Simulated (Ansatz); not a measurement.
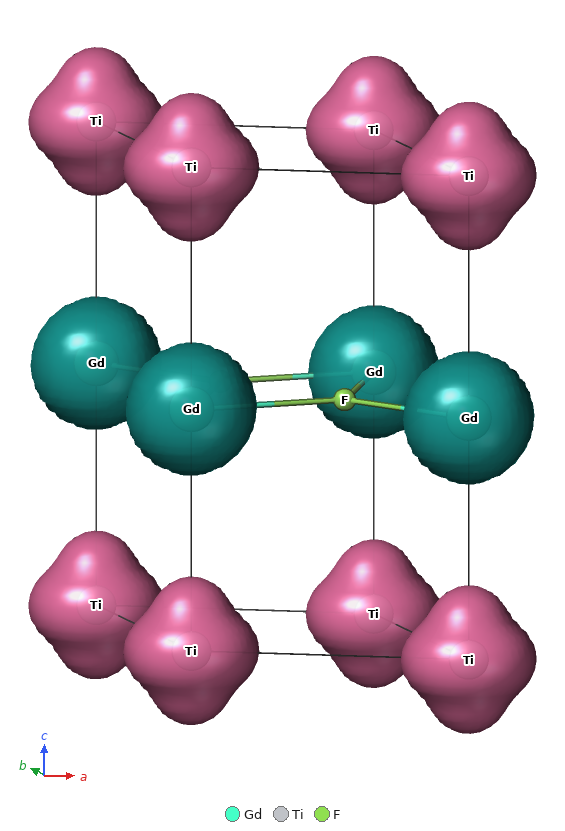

GdTiF$_{2}$. Isosurfaces of the magnetisation density (up minus down) at +0.15 (teal) and −0.15 e/Å³ (pink), seen slightly off an axis. Sticks mark near contacts.

Space group P6/mmm; a structure generated by program, which may or may not match a known phase; the program warned that a starting moment wasn't kept; spin-polarised.

Computed with Ansatz 0.2.0, DFT PBE, scalar-relativistic, plane waves, PAW.

Core electrons are frozen (PAW), and the valence fields are smoothed inside the atomic spheres.

Q: Describe the spin distribution.

A: The spin density sits on Gd: +6.7 μB; Ti: −2.2 μB in one cell of 4 atoms: ferrimagnetic (opposed moments on unlike sites) in this solution. The cell of the calculation (4 atoms) carries 4.1 μB of net spin moment.
